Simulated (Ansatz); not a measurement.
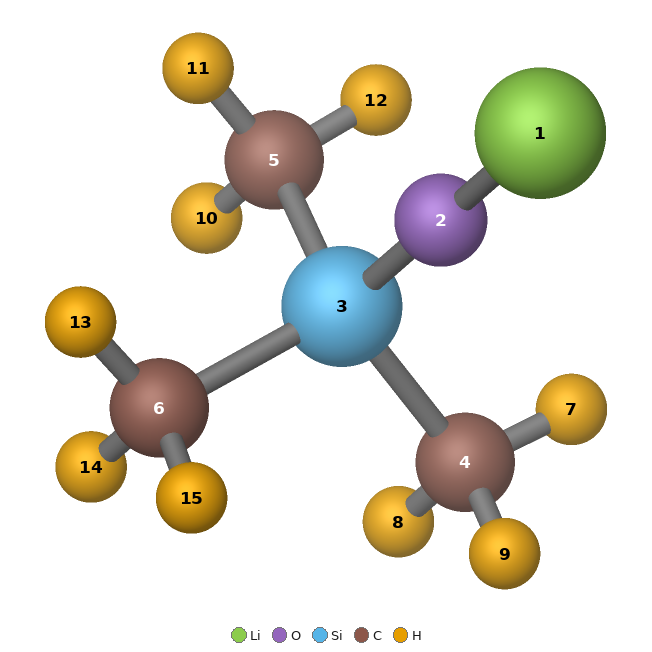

The atoms are numbered. The computed structure is the end point of a PBE0-D4/def2-TZVP optimisation.

Give the bond lengths.

```
  bond  length (Å)
Li1–O2       1.616
O2–Si3       1.604
Si3–C4       1.883
Si3–C5       1.883
Si3–C6       1.883
 C4–H7       1.094
 C4–H8       1.094
 C4–H9       1.094
C5–H10       1.094
C5–H11       1.094
C5–H12       1.094
C6–H13       1.094
C6–H14       1.094
C6–H15       1.094
```
